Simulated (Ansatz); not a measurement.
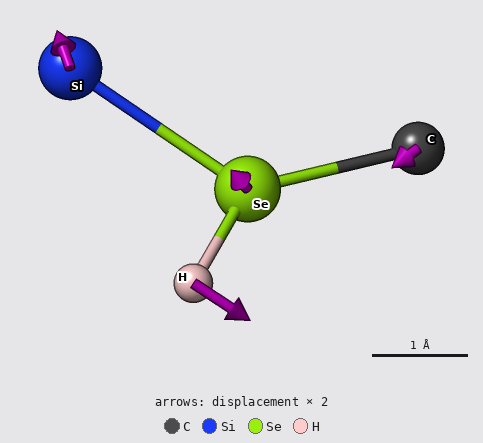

A relaxation of CHSeSi (multiplicity 2). The starting structure is drawn; purple arrows show the displacements, 2 times their true length. The two geometries are superimposed by the best rigid fit.

Style: ball-and-stick. Shown at a tilt.

It is one of the separated reactants of a reaction.

Computed with UKS PBE-D4/def2-SVP (Ansatz).

Input file:
```yaml
crystal:
  periodic: [false, false, false]
  atoms:
    - {symbol: C, position_ang: [0.673509, 1.721214, -2.118932]}
    - {symbol: Si, position_ang: [-0.568454, -0.280942, 0.871318]}
    - {symbol: Se, position_ang: [0.736679, 0.191525, -0.911222]}
    - {symbol: H, position_ang: [1.748025, -0.818903, -0.558497]}
basis:
  gaussian: {orbitals: def2-SVP}
magnetization: {spin_polarized: true, initial_magnetization: 1}
hamiltonian: {xc: pbe, dispersion: d4}
relax: {f_tol: 0.03, max_steps: 250}
```

Command:
```bash
ansatz run in.yaml --threads 2 --pin off --events-out ev --progress --plain --max-ram 4352MiB
```

Q: Describe the change and its energy.

A: H4 moves most after the best rigid fit: 0.36 Å. Largest moves by element: H 0.36 Å, Si 0.25 Å, C 0.19 Å, Se 0.17 Å. Near-neighbour distances that change, for instance: C1–Se3 1.950 → 1.879 Å, Se3–H4 1.472 → 1.534 Å, Si2–Se3 2.259 → 2.316 Å. Among the angles between lasting bonds that change: Si2–Se3–H4 93.7° → 117.6°, C1–Se3–H4 135.1° → 113.2°. After 5 geometry steps the energy has fallen by 29.9 kJ/mol. Largest force component: 1.1 eV/Å at the start, 0.03 eV/Å at the end.
